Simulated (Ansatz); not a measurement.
AlN (zinc blende)

```yaml
crystal:
  lattice:
    - [0.00000, 4.36982, 4.36982]
    - [2.18491, 2.18491, 4.36982]
    - [2.18491, 2.18491, 0.00000]
  atoms:
    - { symbol: N, position: [0.00000, 0.75000, 0.75000] }
    - { symbol: N, position: [0.50000, 0.75000, 0.75000] }
    - { symbol: Al, position: [0.00000, 0.00000, 0.00000] }
    - { symbol: Al, position: [0.50000, 0.00000, 0.00000] }
```

The atoms are displaced by Q × the pattern below (from a DFPT mode at X = (0.5, 0.5, 0.0), largest move 1; Q in Å), at fixed cell. (q is in reciprocal vectors of the primitive cell; the cell shown is doubled to hold the pattern.)

| atom | x | y | z |
|---|---|---|---|
| N1 | 0.000 | 0.000 | 1.000 |
| N2 | 0.000 | 0.000 | -1.000 |

Atoms not listed stay in place.

Level of theory: r2SCAN (plane waves to 500 eV, PAW, scalar-relativistic; Ansatz, a first-principles code). k mesh 13×13×13 (Γ-centred), Fermi-Dirac smearing 0.05 eV. Energies are smeared free energies. AlN was relaxed with its symmetry unable to fall. ΔE is measured from the undisplaced structure.

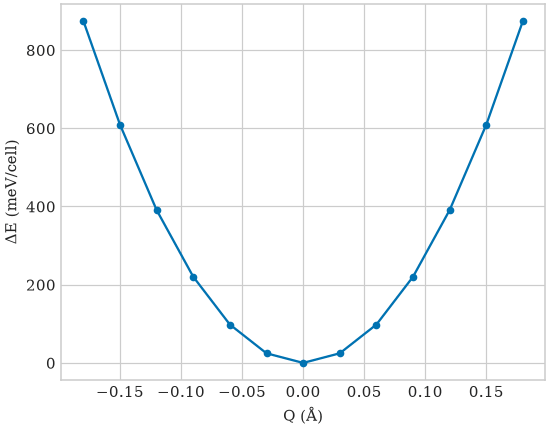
ΔE (meV/cell) against Q (Å); one marker a computed point.

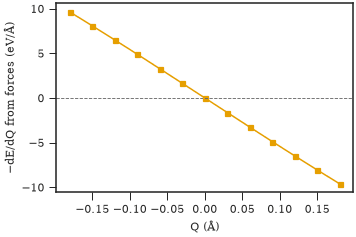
−dE/dQ from forces (eV/Å) against Q (Å); computed points joined by lines.

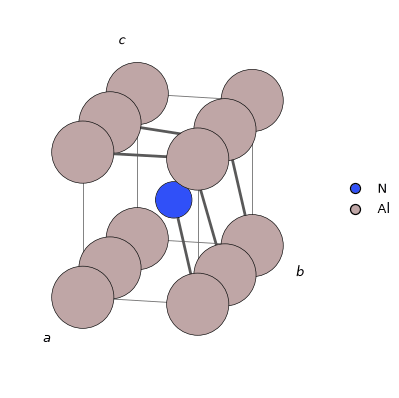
Figure: The cell of the calculation at Q = 0.180 Å.

The energy at Q = 0.180 Å comes out as 875 meV/cell. Wavenumber by perturbation theory (DFPT, on another k mesh): 728 cm⁻¹. Shape of the curve: a single well with its minimum at or next to zero displacement. Harmonic wavenumber from the curvature (finite differences): 728 cm⁻¹. Space group of the distorted cell: P-4m2 (No. 115), lowered from F-43m.

E″ = 54.57 eV/Å², M = Σ mᵢ|uᵢ|² = 28.0 u, ν̃ = 521.5·√(|E″|/M).

(For displaced atoms, the force is minus the slope of the energy, and its curvature is a force constant, which sets phonon frequencies.)
